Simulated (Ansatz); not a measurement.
The parent structure is WS$_{2}$ (space group P6_3/mmc, No. 194; a = 3.154 Å, c = 12.141 Å; layered, stacked along the Cartesian z axis). Axes: x lies along a and z along c of the hexagonal cell.

Structures relaxed with PBE-D3(BJ), PAW, 420 eV (Ansatz, a quantum-chemistry and plane-wave program; without spin-orbit coupling).

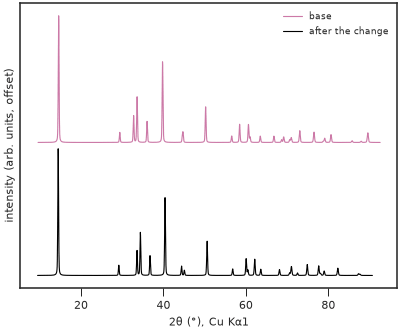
Figure. Simulated powder patterns before (top) and after one change

**Question.** Name the change that was made.
A. biaxial strain −2.40 %, plane normal [001], relaxed out of plane
B. biaxial strain −1.20 %, plane normal [001], relaxed out of plane
C. biaxial strain −0.60 %, plane normal [001], relaxed out of plane

**Answer.** A, biaxial strain −2.40 %, plane normal [001], relaxed out of plane. Its volume per atom is 16.74 Å³ against 17.43 Å³, and its space group is P6_3/mmc (No. 194).

Stability against distortions was not tested.
